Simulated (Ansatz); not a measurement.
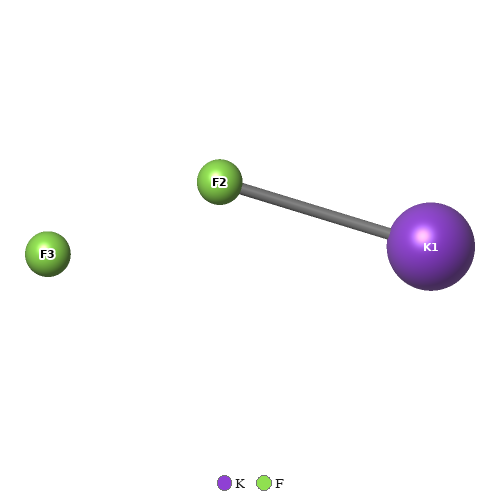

The system is K + F₂, spin multiplicity 2; the picture shows the reference structure. First axis: distance K1–F2. Second axis: distance F2–F3. Nothing is relaxed (the angle K1–F2–F3 is fixed at 140 degrees). The grid has 9 × 9 points. At 5 points there is no value. Points are written as (first, second). All energies are given in eV relative to the lowest grid point. Level of theory: Ansatz 0.2.0, UKS PBE-D4/def2-SVPD.

Its coordinates:

```yaml
atoms:
  - { symbol: K, position_ang: [-2.4340, 0.0000, 0.0000] }
  - { symbol: F, position_ang: [0.0000, 0.0000, 0.0000] }
  - { symbol: F, position_ang: [1.5673, 1.3151, 0.0000] }
```

Range: distance K1–F2 from 2.104 to 4.104 Å; distance F2–F3 from 0.960 to 2.960 Å.

Question: What landscape does the calculation give?

Answer: The lowest grid point is at (2.434 Å, 2.046 Å). The energy also falls towards the edge at (2.104 Å, 2.046 Å) (0.035 eV above the lowest), where a further well may lie outside the range. The highest grid point, (2.104 Å, 0.960 Å), lies 15.2 eV above the lowest.

```csv
"distance F2–F3 ↓, distance K1–F2 →",2.104,2.238,2.434,2.663,2.916,3.190,3.480,3.785,4.104
2.960,0.5,0.4,0.4,0.6,0.9,1.2,1.5,1.8,2.0
2.641,0.3,–,0.3,–,0.8,1.1,1.4,1.7,1.9
2.336,0.2,0.1,0.1,0.4,0.7,1.0,1.3,1.5,1.8
2.046,0.0,–,0.0,0.2,0.5,–,1.1,1.4,1.7
1.772,0.2,0.1,0.2,0.4,0.7,1.0,1.3,1.6,1.8
1.519,1.5,1.4,1.4,1.6,1.8,2.0,2.2,2.4,2.6
1.290,4.5,4.3,4.1,4.0,4.1,4.1,4.2,4.2,4.2
1.094,8.5,–,7.8,7.7,7.7,7.6,7.6,7.6,7.6
0.960,15.2,14.8,14.6,14.4,14.4,14.3,14.3,14.3,14.3
```

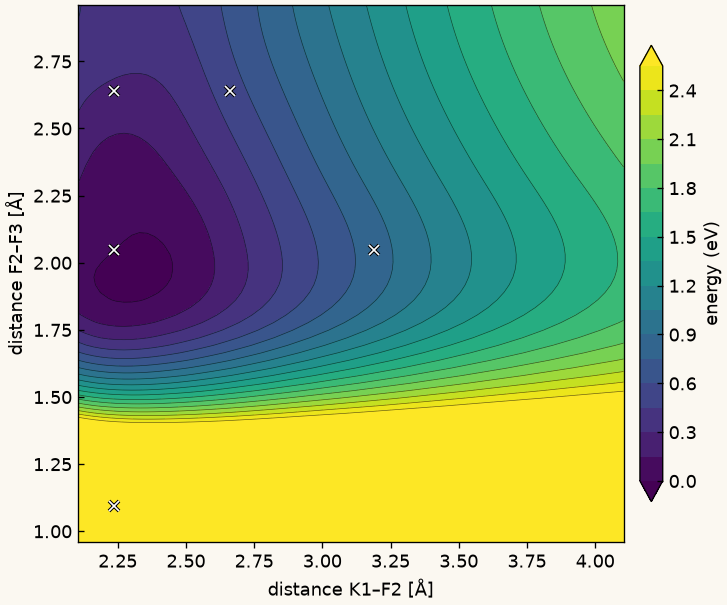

The picture shows filled contours, crosses at grid points without a value, one colour for all values above the top of the scale. Between grid points the surface is interpolated.

Each point was launched as `ansatz run input.yaml --threads 1 --pin off --max-ram 2560MiB --backend cpu --events-out ev --progress --plain --runs-dir out`. The whole map (76 points run) took 14 min on 1 thread of Arm Neoverse V2 (shared host).
